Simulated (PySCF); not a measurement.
Molecule: SMILES [CH2]([GeH3])[GeH3] (CH8Ge2). Atoms near the plane z = 1.5 Å, at the PBE0/def2-SVP optimised geometry (x, y, z in Å): Ge1 (-0.4, 1.1, 0.0), C2 (-1.1, 0.1, 1.6), Ge3 (-0.6, -1.8, 1.7), H4 (-0.9, 2.5, 0.0), H5 (1.1, 1.1, 0.0), H7 (-2.2, 0.2, 1.6), H8 (-0.8, 0.7, 2.5), H9 (1.0, -1.9, 1.7), H10 (-1.1, -2.5, 0.5), H11 (-1.1, -2.4, 3.0).

Computed with PySCF with PBE0/def2-TZVP. Cells within 0.4 Å of a nucleus heavier than hydrogen are left out (blank, or x). The values are rescaled to run from 0 to 1.

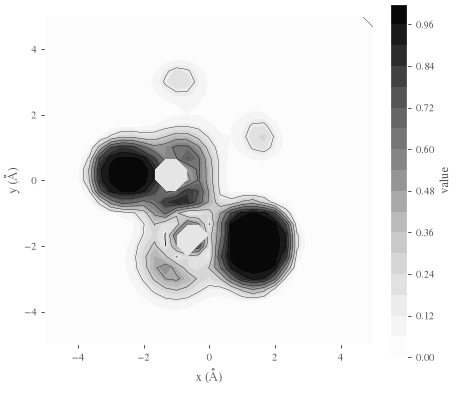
Figure: a field on the plane z = 1.5 Å.

**Question.** Which quantity is mapped?
(A) electron localisation function
(B) Laplacian of the electron density
(C) deformation density (molecule minus spherical neutral atoms)
(D) log10 of the electron density

**Answer.** A, electron localisation function
